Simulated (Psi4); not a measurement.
# CH5B (BH2Me) at revPBE/def2-TZVP

What is the energy change on altering one bond length of CH5B (BH2Me) at revPBE/def2-TZVP? The job is set up through a Python script.

The calculation is run with Psi4 1.11.

## 1. The molecule

The species is CH5B (7 atoms), meant as a singlet with charge 0. As SMILES, `[H]B([H])C`. The coordinates come from a GFN2-xTB relaxation.

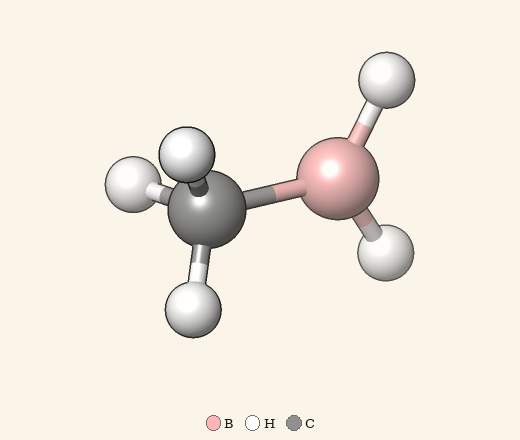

The structure, seen from a chosen angle (boron pink, hydrogen white, carbon grey).

## 2. Energy and forces at revPBE/def2-TZVP

Contents of ch5b.xyz:

```xyz
7
CH5B
B      0.444840     0.781100     0.006260
H      1.614940     0.782320     0.008990
H     -0.129680     1.798100    -0.061390
C     -0.337160    -0.573970     0.039720
H     -0.405600    -0.929380    -0.991140
H     -1.358290    -0.496260     0.405500
H      0.170950    -1.361910     0.592050
```

Contents of job.py:

```python
import psi4

psi4.set_memory('1600 MB')
psi4.set_num_threads(1)
psi4.set_output_file('ch5b.out', False)

with open('ch5b.xyz') as f:
    atoms = ''.join(f.readlines()[2:])
geom = psi4.geometry('0 1\n' + atoms + 'symmetry c1\nno_reorient\nno_com')

psi4.set_options({
    'reference': 'rks',
    'puream': True,
    'e_convergence': 1e-09,
    'd_convergence': 1e-08,
    'scf_type': 'pk',
    'dft_radial_points': 99,
    'dft_spherical_points': 590,
})

E, wfn = psi4.gradient("revpbe/def2-TZVP", molecule=geom, return_wfn=True)
psi4.oeprop(wfn, "QUADRUPOLE", "DIPOLE", "LOWDIN_CHARGES")
print('gradient / Eh bohr^-1')
print(E.np.round(6))
print(f'energy = {wfn.energy():.10f} Eh')
```

On the command line:

```
$ python job.py
```

ch5b.out:

```text
[...]
  Running in c1 symmetry.
[...]
  Nuclear repulsion =   31.931012594416508
[...]
  Multiplicity = 1
[...]
  Nalpha       = 8
  Nbeta        = 8
[...]
    Number of basis functions: 92
[...]
   @RKS iter   1:   -65.55569530954743   -2.62662e-01   9.29298e-03 DIIS/ADIIS
[...]
   @RKS iter  11:   -65.93700808529482   -1.57740e-12   1.07583e-09 DIIS
[...]
    Orbital Energies [Eh]
    ---------------------
    Doubly Occupied:
       1A     -9.869920     2A     -6.510008     3A     -0.636778
       4A     -0.434314     5A     -0.369262     6A     -0.360463
       7A     -0.292116     8A     -0.281628
[...]
  @RKS Final Energy:   -65.93700808529482
   => Energetics <=
    Nuclear Repulsion Energy =             31.9310125944165080
    One-Electron Energy =                -150.0253798218367365
    Two-Electron Energy =                  63.4899147948704368
    DFT Exchange-Correlation Energy =     -11.3325556527450289
    Empirical Dispersion Energy =           0.0000000000000000
    VV10 Nonlocal Energy =                  0.0000000000000000
    Total Energy =                        -65.9370080852948206
[...]
  -Total Gradient:
     Atom            X                  Y                   Z
    ------   -----------------  -----------------  -----------------
       1        0.009226974164     0.016154044262    -0.000080984730
       2       -0.017213345159    -0.001034511565     0.000085601748
       3        0.007511695738    -0.015423270637     0.001146387578
       4       -0.002792749940    -0.008066280764    -0.007414841116
       5        0.000055018569     0.003012335488     0.010499985806
       6        0.008479790452    -0.001200267903    -0.001390136687
       7       -0.005267132238     0.006558237959    -0.002846127114
[...]
 Multipole Moments:
 ------------------------------------------------------------------------------------
     Multipole            Electronic (a.u.)      Nuclear  (a.u.)        Total (a.u.)
 ------------------------------------------------------------------------------------
 L = 1.  Multiply by 2.5417464519 to convert [e a0] to [Debye]
 Dipole X            :         -0.2999842            0.1768028           -0.1231814
 Dipole Y            :         -0.7125848            0.4810298           -0.2315550
 Dipole Z            :         -0.4513838            0.4225995           -0.0287844
 Magnitude           :                                                    0.2638559
 L = 2.  Multiply by 1.3450342976 to convert [e a0^2] to [Debye ang]
 Quadrupole XX       :        -34.4602975           22.6227293          -11.8375682
 Quadrupole XY       :        -17.2070790           16.9513671           -0.2557120
[...]
```

The script printed:

```text
gradient / Eh bohr^-1
[[ 9.2270e-03  1.6154e-02 -8.1000e-05]
 [-1.7213e-02 -1.0350e-03  8.6000e-05]
 [ 7.5120e-03 -1.5423e-02  1.1460e-03]
 [-2.7930e-03 -8.0660e-03 -7.4150e-03]
 [ 5.5000e-05  3.0120e-03  1.0500e-02]
 [ 8.4800e-03 -1.2000e-03 -1.3900e-03]
 [-5.2670e-03  6.5580e-03 -2.8460e-03]]
energy = -65.9370080853 Eh
```

Wall time 33 s (1 thread of AMD EPYC 7R43 (Zen 3), shared host); peak memory 0.85 GiB.

## 3. The distorted shape

Contents of run.py:

```python
import psi4

psi4.set_memory(1600000000)
psi4.set_num_threads(1)
psi4.set_output_file('run.log', False)

molecule = psi4.geometry("""
0 1
B      0.955433     0.742243    -0.176640
H      2.125533     0.743463    -0.173910
H      0.380913     1.759243    -0.244290
C      0.173433    -0.612827    -0.143180
H      0.104993    -0.968237    -1.174040
H     -1.358290    -0.496260     0.405500
H      0.681543    -1.400767     0.409150
symmetry c1
no_reorient
no_com
""")

psi4.set_options({
    'basis': 'def2-TZVP',
    'reference': 'rks',
    'puream': True,
    'e_convergence': 1e-09,
    'd_convergence': 1e-08,
    'scf_type': 'pk',
    'dft_radial_points': 99,
    'dft_spherical_points': 590,
})

E, wfn = psi4.gradient('revpbe', return_wfn=True)
psi4.oeprop(wfn, 'QUADRUPOLE', 'WIBERG_LOWDIN_INDICES', 'LOWDIN_CHARGES', title='REVPBE')
print('gradient / Eh bohr^-1')
print(E.np.round(6))
print(f'energy = {wfn.energy():.10f} Eh')
```

On the command line:

```
$ python run.py
```

run.log:

```text
[...]
  Running in c1 symmetry.
[...]
  Nuclear repulsion =   30.598358835864598
[...]
  Multiplicity = 1
[...]
  Nalpha       = 8
  Nbeta        = 8
[...]
    Number of basis functions: 92
[...]
   @RKS iter   1:   -65.39941181217773   -2.17441e-01   9.68358e-03 ADIIS/DIIS
[...]
   @RKS iter  12:   -65.86983790179444   -8.95284e-13   1.40763e-09 DIIS
[...]
    Orbital Energies [Eh]
    ---------------------
    Doubly Occupied:
       1A     -9.913712     2A     -6.516936     3A     -0.625355
       4A     -0.437030     5A     -0.370453     6A     -0.332771
       7A     -0.297563     8A     -0.265878
[...]
  @RKS Final Energy:   -65.86983790179444
   => Energetics <=
    Nuclear Repulsion Energy =             30.5983588358645981
    One-Electron Energy =                -147.3048755815625555
    Two-Electron Energy =                  62.0383044411217810
    DFT Exchange-Correlation Energy =     -11.2016255972182694
    Empirical Dispersion Energy =           0.0000000000000000
    VV10 Nonlocal Energy =                  0.0000000000000000
    Total Energy =                        -65.8698379017944404
[...]
  -Total Gradient:
     Atom            X                  Y                   Z
    ------   -----------------  -----------------  -----------------
       1        0.020030377606     0.014386946514    -0.003560326583
       2       -0.017474261205     0.001320950410     0.000091092346
       3        0.006100530948    -0.015131717769     0.001839689877
       4        0.056895315402    -0.017446493073    -0.028648939236
       5        0.009170040042     0.002835956440     0.008313859777
       6       -0.078210005912     0.007273995577     0.029196196551
       7        0.003488265087     0.006760076035    -0.007231530908
[...]
 Multipole Moments:
 ------------------------------------------------------------------------------------
     Multipole            Electronic (a.u.)      Nuclear  (a.u.)        Total (a.u.)
 ------------------------------------------------------------------------------------
 L = 1.  Multiply by 2.5417464519 to convert [e a0] to [Debye]
 Dipole X            :        -14.5464061           14.6500167            0.1036107
 Dipole Y            :          0.4185943           -0.6204065           -0.2018122
 Dipole Z            :          4.6636755           -4.7618642           -0.0981887
 Magnitude           :                                                    0.2471930
 L = 2.  Multiply by 1.3450342976 to convert [e a0^2] to [Debye ang]
 Quadrupole XX       :        -54.0187435           41.8821500          -12.1365935
 Quadrupole XY       :        -17.7108099           17.0561496           -0.6546603
[...]
```

On the terminal:

```text
gradient / Eh bohr^-1
[[ 2.0030e-02  1.4387e-02 -3.5600e-03]
 [-1.7474e-02  1.3210e-03  9.1000e-05]
 [ 6.1010e-03 -1.5132e-02  1.8400e-03]
 [ 5.6895e-02 -1.7446e-02 -2.8649e-02]
 [ 9.1700e-03  2.8360e-03  8.3140e-03]
 [-7.8210e-02  7.2740e-03  2.9196e-02]
 [ 3.4880e-03  6.7600e-03 -7.2320e-03]]
energy = -65.8698379018 Eh
```

Run time: 34 s. Hardware: 1 thread of AMD EPYC 7R43 (Zen 3), shared host; peak memory 0.84 GiB.

## 4. Summary of results

At revPBE/def2-TZVP:

| quantity | value |
| --- | --- |
| first shape: total energy | -65.93701 Eh |
| first shape: dipole moment | 0.67 D |
| first shape: HOMO energy | -7.66 eV |
| first shape: LUMO energy | -2.20 eV |
| first shape: HOMO–LUMO gap | 5.47 eV |
| first shape: largest force on an atom | 0.957 eV/Å |
| distorted shape: total energy | -65.86984 Eh |
| distorted shape: dipole moment | 0.63 D |
| distorted shape: HOMO energy | -7.23 eV |
| distorted shape: LUMO energy | -2.44 eV |
| distorted shape: HOMO–LUMO gap | 4.80 eV |
| distorted shape: largest force on an atom | 4.309 eV/Å |
| energy change with the C4–H6 bond stretched from 1.087 to 1.631 Å | 1.828 eV |

With the C4–H6 bond stretched from 1.087 to 1.631 Å the energy rises by 1.83 eV (176 kJ/mol). The first shape isn't relaxed at this level, so the change isn't measured from a minimum. The largest force (first shape) is 0.96 eV/Å: the shape isn't a stationary point for this species at this level.
